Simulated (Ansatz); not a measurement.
Fluorite PtAl2, treated with PBE-D4 (Ansatz, an electronic-structure program, PAW).

Numerical settings: plane-wave cutoff 520 eV, 16×16×16 k mesh, Fermi–Dirac smearing 0.05 eV, scalar-relativistic PAW data made under PBE.

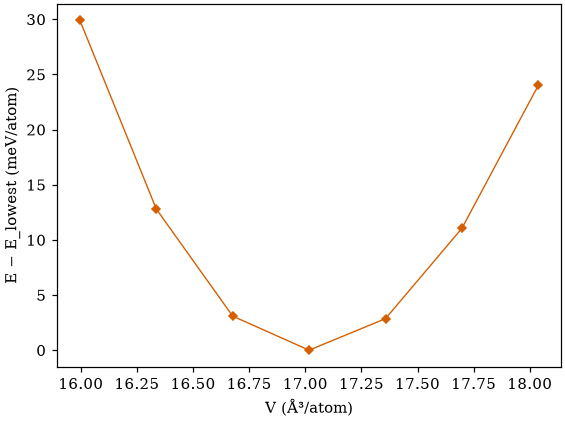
Figure. Total energy against volume

Task: From the curve, estimate the equilibrium volume and the bulk modulus.

Result: V0 ≈ 17.0 Å³/atom and B0 ≈ 140 GPa; the fit gives V0 = 17.017 Å³/atom, B0 = 140 GPa, B′ = 4.5.

Spin–orbit coupling is not included.
